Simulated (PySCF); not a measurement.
# Al, Al+: ionisation energy in aug-cc-pV(5+d)Z, part 1 of 2

Wanted: the ionisation energy of aluminium, up a ladder of methods.

Program: PySCF 2.14.0. Level of theory: unrestricted determinants in a Gaussian basis, no spin-orbit coupling in the energies. These are calculated values, not measurements, unless marked.

### 1 The atom as given

```
Element                                   : aluminium (Z = 13)
Basis                                     : aug-cc-pV(5+d)Z (8s7p6d4f3g2h, 136 functions)
Hamiltonian                               : the non-relativistic Hamiltonian (point nucleus)
State 1                                   : Al: [Ne] 3s2 3p1, 2P determinant
State 2                                   : Al+: [Ne] 3s2, closed-shell 1S
Methods                                   : UHF, LDA, PBE, PBE0, r2SCAN, B97-3, wB97M-V, BP86, MP2
Core shells frozen in the correlated runs : valence: [Ne] (for Al)
```

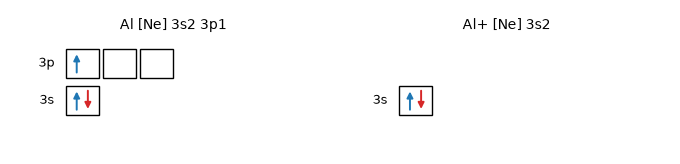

Outer shells as boxes.

One driver process ran all states and methods and kept the integrals in memory. Each run is shown as a PySCF script that sums up its settings (the driver passes frozen orbitals as a list and adds second-order terms of double hybrids); the logs are those of the runs themselves. The driver starts from symmetry-adapted Hartree-Fock orbitals, holds the occupation by maximum overlap and uses a logarithmic radial grid for functionals, so a plain start would take other cycles.

The integrals over 136 functions and the set-up took 3.8 s of CPU time.

### 2 Al, method by method

Level: UHF.

input.py

```python
from pyscf import gto, scf, dft, mp, cc
import basis_set_exchange as bse
mol = gto.M(atom="Al 0 0 0", charge=0, spin=1, symmetry="D2h",
            basis=gto.basis.parse(bse.get_basis("aug-cc-pV(5+d)Z", elements=["Al"], fmt="nwchem")))
mf = scf.UHF(mol)
mf.irrep_nelec = {'Ag': (3, 3), 'B1u': (1, 1), 'B2u': (2, 1), 'B3u': (1, 1)}
mf.kernel()
```

Standard output:

```text
damping factor = 0
level_shift factor = 0
DIIS = <class 'pyscf.scf.diis.CDIIS'>
diis_start_cycle = 1
diis_space = 10
diis_damp = 0
SCF conv_tol = 1e-09
SCF conv_tol_grad = None
number electrons alpha = 7  beta = 6
cycle= 1 E= -241.879851163572  delta_E= -0.0031  |g|= 0.0188  |ddm|= 0.054
cycle= 2 E= -241.880531467763  delta_E= -0.00068  |g|= 0.0092  |ddm|= 0.0271
cycle= 3 E= -241.880752328784  delta_E= -0.000221  |g|= 0.000961  |ddm|= 0.0298
cycle= 4 E= -241.880755648467  delta_E= -3.32e-06  |g|= 0.00029  |ddm|= 0.00861
cycle= 5 E= -241.880755967886  delta_E= -3.19e-07  |g|= 9.59e-05  |ddm|= 0.00373
cycle= 6 E= -241.880755996958  delta_E= -2.91e-08  |g|= 2.73e-05  |ddm|= 0.00115
cycle= 7 E= -241.880755999122  delta_E= -2.16e-09  |g|= 4.03e-06  |ddm|= 0.000337
cycle= 8 E= -241.880755999161  delta_E= -3.87e-11  |g|= 6.43e-07  |ddm|= 3.36e-05
converged SCF energy = -241.880755999161  <S^2> = 0.77064579  2S+1 = 2.0205403
```

CPU time 32 s on a shared host, the integrals not counted.

The occupied shells:

```
shell  electrons  mean orbital energy (eV)  spread (eV)  rms radius (bohr)
 1s α          1                   -1591.9            0              0.139
 1s β          1                   -1591.8            0              0.139
 2s α          1                   -133.63            0              0.677
 2s β          1                   -133.53            0              0.677
 2p α          3                   -87.629        0.200              0.675
 2p β          3                   -87.436        0.254              0.675
 3s α          1                   -11.579            0               2.82
 3s β          1                    -9.888            0               2.82
 3p α          1                    -5.946            0               3.69
```

⟨S²⟩ = 0.771, ⟨L²⟩ = 2.06.

Spin-orbit constants on these orbitals (cm⁻¹; bare nucleus, screened nucleus, mean field): 3p 82.84, 70.09, 62.43. To first order in LS coupling the lowest level has J = 1/2 and lies 0.00774 eV below the centre of the term.

Level: LDA.

Changes to input.py:

```diff
@@ -4,3 +4,3 @@
             basis=gto.basis.parse(bse.get_basis("aug-cc-pV(5+d)Z", elements=["Al"], fmt="nwchem")))
-mf = scf.UHF(mol)
+mf = dft.UKS(mol, xc="LDA,VWN")
 mf.irrep_nelec = {'Ag': (3, 3), 'B1u': (1, 1), 'B2u': (2, 1), 'B3u': (1, 1)}
```

Standard output:

```text
damping factor = 0
level_shift factor = 0
DIIS = <class 'pyscf.scf.diis.CDIIS'>
diis_start_cycle = 1
diis_space = 10
diis_damp = 0
SCF conv_tol = 1e-09
SCF conv_tol_grad = None
number electrons alpha = 7  beta = 6
XC functionals = LDA,VWN
    P. A. M. Dirac.,  Math. Proc. Cambridge Philos. Soc. 26, 376 (1930)
    F. Bloch.,  Z. Phys. 57, 545 (1929)
    S. H. Vosko, L. Wilk, and M. Nusair.,  Can. J. Phys. 58, 1200 (1980)
cycle= 1 E= -241.318107124772  delta_E= -0.0124  |g|= 0.0402  |ddm|= 18.3
cycle= 2 E= -241.318272098394  delta_E= -0.000165  |g|= 0.0246  |ddm|= 2.33
cycle= 3 E= -241.318335089082  delta_E= -6.3e-05  |g|= 0.000715  |ddm|= 1.13
cycle= 4 E= -241.318335626968  delta_E= -5.38e-07  |g|= 0.000344  |ddm|= 0.00701
cycle= 5 E= -241.318335692894  delta_E= -6.59e-08  |g|= 1.03e-05  |ddm|= 0.0022
cycle= 6 E= -241.318335693014  delta_E= -1.2e-10  |g|= 6.5e-07  |ddm|= 0.000215
converged SCF energy = -241.318335693014  <S^2> = 0.75179357  2S+1 = 2.0017928
```

It used 1.1 s of CPU time after the integrals (shared host).

Level: PBE.

Changes to input.py:

```diff
@@ -4,3 +4,3 @@
             basis=gto.basis.parse(bse.get_basis("aug-cc-pV(5+d)Z", elements=["Al"], fmt="nwchem")))
-mf = dft.UKS(mol, xc="LDA,VWN")
+mf = dft.UKS(mol, xc="PBE")
 mf.irrep_nelec = {'Ag': (3, 3), 'B1u': (1, 1), 'B2u': (2, 1), 'B3u': (1, 1)}
```

Standard output:

```text
damping factor = 0
level_shift factor = 0
DIIS = <class 'pyscf.scf.diis.CDIIS'>
diis_start_cycle = 1
diis_space = 10
diis_damp = 0
SCF conv_tol = 1e-09
SCF conv_tol_grad = None
number electrons alpha = 7  beta = 6
XC functionals = PBE
    J. P. Perdew, K. Burke, and M. Ernzerhof.,  Phys. Rev. Lett. 77, 3865 (1996)
    J. P. Perdew, K. Burke, and M. Ernzerhof.,  Phys. Rev. Lett. 78, 1396 (1997)
    J. P. Perdew, K. Burke, and M. Ernzerhof.,  Phys. Rev. Lett. 77, 3865 (1996)
    J. P. Perdew, K. Burke, and M. Ernzerhof.,  Phys. Rev. Lett. 78, 1396 (1997)
cycle= 1 E= -242.234602534496  delta_E= -0.00858  |g|= 0.0198  |ddm|= 13.4
cycle= 2 E= -242.234710867341  delta_E= -0.000108  |g|= 0.0108  |ddm|= 0.832
cycle= 3 E= -242.234725793896  delta_E= -1.49e-05  |g|= 0.000738  |ddm|= 0.445
cycle= 4 E= -242.23472652085  delta_E= -7.27e-07  |g|= 0.000294  |ddm|= 0.0101
cycle= 5 E= -242.234726593337  delta_E= -7.25e-08  |g|= 4.92e-05  |ddm|= 0.0024
cycle= 6 E= -242.234726594502  delta_E= -1.17e-09  |g|= 1.61e-06  |ddm|= 0.0005
cycle= 7 E= -242.234726594504  delta_E= -1.85e-12  |g|= 7.95e-08  |ddm|= 4.72e-05
converged SCF energy = -242.234726594504  <S^2> = 0.75539182  2S+1 = 2.0053846
```

CPU time 1.5 s on a shared host, the integrals not counted.

Level: PBE0.

Changes to input.py:

```diff
@@ -4,3 +4,3 @@
             basis=gto.basis.parse(bse.get_basis("aug-cc-pV(5+d)Z", elements=["Al"], fmt="nwchem")))
-mf = dft.UKS(mol, xc="PBE")
+mf = dft.UKS(mol, xc="PBE0")
 mf.irrep_nelec = {'Ag': (3, 3), 'B1u': (1, 1), 'B2u': (2, 1), 'B3u': (1, 1)}
```

Standard output:

```text
damping factor = 0
level_shift factor = 0
DIIS = <class 'pyscf.scf.diis.CDIIS'>
diis_start_cycle = 1
diis_space = 10
diis_damp = 0
SCF conv_tol = 1e-09
SCF conv_tol_grad = None
number electrons alpha = 7  beta = 6
XC functionals = PBE0
    C. Adamo and V. Barone.,  J. Chem. Phys. 110, 6158 (1999)
    M. Ernzerhof and G. E. Scuseria.,  J. Chem. Phys. 110, 5029 (1999)
cycle= 1 E= -242.255571415871  delta_E= -0.00529  |g|= 0.0121  |ddm|= 7.33
cycle= 2 E= -242.25569739542  delta_E= -0.000126  |g|= 0.00418  |ddm|= 0.531
cycle= 3 E= -242.255708306989  delta_E= -1.09e-05  |g|= 0.00134  |ddm|= 0.137
cycle= 4 E= -242.255710400726  delta_E= -2.09e-06  |g|= 0.000186  |ddm|= 0.0304
cycle= 5 E= -242.255710430104  delta_E= -2.94e-08  |g|= 2.02e-05  |ddm|= 0.0031
cycle= 6 E= -242.255710430561  delta_E= -4.56e-10  |g|= 3.33e-06  |ddm|= 0.000108
converged SCF energy = -242.255710430561  <S^2> = 0.75735988  2S+1 = 2.0073464
```

It used 4.1 s of CPU time after the integrals (shared host).

Level: r2SCAN.

Changes to input.py:

```diff
@@ -4,3 +4,3 @@
             basis=gto.basis.parse(bse.get_basis("aug-cc-pV(5+d)Z", elements=["Al"], fmt="nwchem")))
-mf = dft.UKS(mol, xc="PBE0")
+mf = dft.UKS(mol, xc="R2SCAN")
 mf.irrep_nelec = {'Ag': (3, 3), 'B1u': (1, 1), 'B2u': (2, 1), 'B3u': (1, 1)}
```

Standard output:

```text
damping factor = 0
level_shift factor = 0
DIIS = <class 'pyscf.scf.diis.CDIIS'>
diis_start_cycle = 1
diis_space = 10
diis_damp = 0
SCF conv_tol = 1e-09
SCF conv_tol_grad = None
number electrons alpha = 7  beta = 6
XC functionals = R2SCAN
    J. W. Furness, A. D. Kaplan, J. Ning, J. P. Perdew, and J. Sun.,  J. Phys. Chem. Lett. 11, 8208-8215 (2020)
    J. W. Furness, A. D. Kaplan, J. Ning, J. P. Perdew, and J. Sun.,  J. Phys. Chem. Lett. 11, 9248-9248 (2020)
    J. W. Furness, A. D. Kaplan, J. Ning, J. P. Perdew, and J. Sun.,  J. Phys. Chem. Lett. 11, 8208-8215 (2020)
    J. W. Furness, A. D. Kaplan, J. Ning, J. P. Perdew, and J. Sun.,  J. Phys. Chem. Lett. 11, 9248-9248 (2020)
cycle= 1 E= -242.337570328727  delta_E= -0.00595  |g|= 0.0107  |ddm|=  6.5
cycle= 2 E= -242.337756706996  delta_E= -0.000186  |g|= 0.00331  |ddm|= 0.219
cycle= 3 E= -242.33777349734  delta_E= -1.68e-05  |g|= 0.00137  |ddm|= 0.0823
cycle= 4 E= -242.337774589753  delta_E= -1.09e-06  |g|= 0.000146  |ddm|= 0.0376
cycle= 5 E= -242.337774611945  delta_E= -2.22e-08  |g|= 3.25e-05  |ddm|= 0.00257
cycle= 6 E= -242.337774612932  delta_E= -9.87e-10  |g|= 5.97e-06  |ddm|= 0.000175
converged SCF energy = -242.337774612932  <S^2> = 0.76287893  2S+1 = 2.0128377
```

It used 3.7 s of CPU time after the integrals (shared host).

Level: B97-3.

Changes to input.py:

```diff
@@ -4,3 +4,3 @@
             basis=gto.basis.parse(bse.get_basis("aug-cc-pV(5+d)Z", elements=["Al"], fmt="nwchem")))
-mf = dft.UKS(mol, xc="R2SCAN")
+mf = dft.UKS(mol, xc="HYB_GGA_XC_B97_3")
 mf.irrep_nelec = {'Ag': (3, 3), 'B1u': (1, 1), 'B2u': (2, 1), 'B3u': (1, 1)}
```

Standard output:

```text
damping factor = 0
level_shift factor = 0
DIIS = <class 'pyscf.scf.diis.CDIIS'>
diis_start_cycle = 1
diis_space = 10
diis_damp = 0
SCF conv_tol = 1e-09
SCF conv_tol_grad = None
number electrons alpha = 7  beta = 6
XC functionals = HYB_GGA_XC_B97_3
    T. W. Keal and D. J. Tozer.,  J. Chem. Phys. 123, 121103 (2005)
cycle= 1 E= -242.34347956377  delta_E= -0.00532  |g|= 0.0115  |ddm|= 7.35
cycle= 2 E= -242.343581583258  delta_E= -0.000102  |g|= 0.00364  |ddm|= 0.439
cycle= 3 E= -242.343589586521  delta_E= -8e-06  |g|= 0.00112  |ddm|= 0.115
cycle= 4 E= -242.343590949894  delta_E= -1.36e-06  |g|= 0.000187  |ddm|= 0.0309
cycle= 5 E= -242.343590979578  delta_E= -2.97e-08  |g|= 3.14e-05  |ddm|= 0.00282
cycle= 6 E= -242.343590980611  delta_E= -1.03e-09  |g|= 4.84e-06  |ddm|= 0.000318
cycle= 7 E= -242.343590980681  delta_E= -7.06e-11  |g|= 1e-06  |ddm|= 6.82e-05
converged SCF energy = -242.343590980681  <S^2> = 0.75503406  2S+1 = 2.0050277
```

It used 4.7 s of CPU time after the integrals (shared host).

Level: wB97M-V.

Changes to input.py:

```diff
@@ -4,3 +4,3 @@
             basis=gto.basis.parse(bse.get_basis("aug-cc-pV(5+d)Z", elements=["Al"], fmt="nwchem")))
-mf = dft.UKS(mol, xc="HYB_GGA_XC_B97_3")
+mf = dft.UKS(mol, xc="WB97M_V")
 mf.irrep_nelec = {'Ag': (3, 3), 'B1u': (1, 1), 'B2u': (2, 1), 'B3u': (1, 1)}
```

Standard output:

```text
damping factor = 0
level_shift factor = 0
DIIS = <class 'pyscf.scf.diis.CDIIS'>
diis_start_cycle = 1
diis_space = 10
diis_damp = 0
SCF conv_tol = 1e-09
SCF conv_tol_grad = None
number electrons alpha = 7  beta = 6
XC functionals = WB97M_V
    N. Mardirossian and M. Head-Gordon.,  J. Chem. Phys. 144, 214110 (2016)
NLC functional = WB97M_V
cycle= 1 E= -242.355280594019  delta_E= -0.00455  |g|= 0.0162  |ddm|= 5.44
cycle= 2 E= -242.355407478719  delta_E= -0.000127  |g|= 0.00454  |ddm|= 0.783
cycle= 3 E= -242.355421485831  delta_E= -1.4e-05  |g|= 0.00158  |ddm|= 0.108
cycle= 4 E= -242.355425004861  delta_E= -3.52e-06  |g|= 0.000359  |ddm|= 0.0447
cycle= 5 E= -242.355425509556  delta_E= -5.05e-07  |g|= 8.26e-05  |ddm|= 0.00419
cycle= 6 E= -242.355425535861  delta_E= -2.63e-08  |g|= 1.95e-05  |ddm|= 0.00233
cycle= 7 E= -242.355425537218  delta_E= -1.36e-09  |g|= 2.22e-06  |ddm|= 0.000505
cycle= 8 E= -242.355425537229  delta_E= -1.09e-11  |g|= 2.52e-07  |ddm|= 5.96e-05
converged SCF energy = -242.355425537229  <S^2> = 0.75137557  2S+1 = 2.0013751
```

CPU time 16 s on a shared host, the integrals not counted.

Level: BP86.

Changes to input.py:

```diff
@@ -4,3 +4,3 @@
             basis=gto.basis.parse(bse.get_basis("aug-cc-pV(5+d)Z", elements=["Al"], fmt="nwchem")))
-mf = dft.UKS(mol, xc="WB97M_V")
+mf = dft.UKS(mol, xc="B88,P86")
 mf.irrep_nelec = {'Ag': (3, 3), 'B1u': (1, 1), 'B2u': (2, 1), 'B3u': (1, 1)}
```

Standard output:

```text
damping factor = 0
level_shift factor = 0
DIIS = <class 'pyscf.scf.diis.CDIIS'>
diis_start_cycle = 1
diis_space = 10
diis_damp = 0
SCF conv_tol = 1e-09
SCF conv_tol_grad = None
number electrons alpha = 7  beta = 6
XC functionals = B88,P86
    A. D. Becke.,  Phys. Rev. A 38, 3098 (1988)
    J. P. Perdew.,  Phys. Rev. B 33, 8822 (1986)
cycle= 1 E= -242.391290057452  delta_E= -0.0088  |g|= 0.0152  |ddm|= 14.3
cycle= 2 E= -242.391379908854  delta_E= -8.99e-05  |g|= 0.00717  |ddm|= 0.721
cycle= 3 E= -242.391388284333  delta_E= -8.38e-06  |g|= 0.000665  |ddm|= 0.343
cycle= 4 E= -242.391388770712  delta_E= -4.86e-07  |g|= 0.000251  |ddm|= 0.0151
cycle= 5 E= -242.391388814469  delta_E= -4.38e-08  |g|= 4.41e-05  |ddm|= 0.00206
cycle= 6 E= -242.391388815462  delta_E= -9.93e-10  |g|= 1.68e-06  |ddm|= 0.000371
converged SCF energy = -242.391388815462  <S^2> = 0.75477049  2S+1 = 2.0047648
```

CPU time 1.3 s on a shared host, the integrals not counted.

Level: MP2 (valence).

Changes to input.py:

```diff
@@ -4,4 +4,5 @@
             basis=gto.basis.parse(bse.get_basis("aug-cc-pV(5+d)Z", elements=["Al"], fmt="nwchem")))
-mf = dft.UKS(mol, xc="B88,P86")
+mf = scf.UHF(mol)
 mf.irrep_nelec = {'Ag': (3, 3), 'B1u': (1, 1), 'B2u': (2, 1), 'B3u': (1, 1)}
 mf.kernel()
+mp.UMP2(mf, frozen=5).kernel()
```

No log was kept for this step.

It used 1.7 s of CPU time after the integrals (shared host).

With 3 electrons correlated, the MP2 correlation energy is -0.03923 hartree (-0.00269 same spin, -0.03655 opposite spin); the SCS form gives -0.04475. Largest pairs of shells: 3s-3s -0.0221, 3s-3p -0.0171, 3p-3p 0.0000.

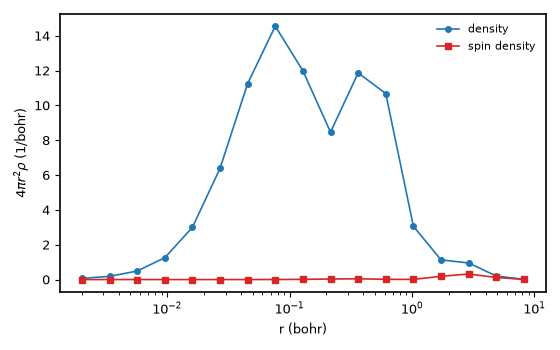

Radial density 4πr²ρ of Al at UHF, at 17 stored radii joined by straight lines.

(Continued in part 2 of 2.)
